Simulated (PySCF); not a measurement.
In(H)(Br)(OH), SMILES [Br][InH][OH] (H2BrInO), singlet at its PBE0/def2-SVP optimised geometry (Å):

```
5

In    -0.6551    -0.4913     0.0000
H     -1.7070    -1.8401     0.0009
Br    -1.4929     1.8401     0.0000
O      1.3349    -0.4913     0.0000
H      1.7070    -1.3810    -0.0020
```

Level of theory: PBE0/def2-TZVP, def2 effective core potentials past Kr run with PySCF 2.14.0. The core electrons that the potentials of In replace are not part of the density. Cells within 0.4 Å of a nucleus heavier than hydrogen are left out (blank, or x).

Map of the deformation density (molecule minus spherical neutral atoms) (e/bohr³) on the plane z = 0.0 Å:

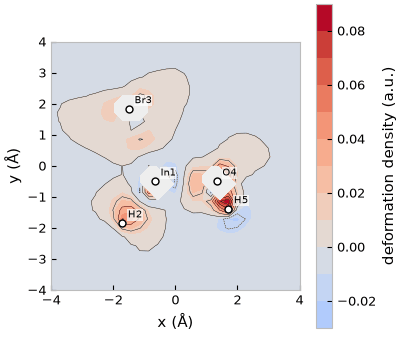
Deformation density (molecule minus spherical neutral atoms) (e/bohr³) on the plane z = 0.0 Å.
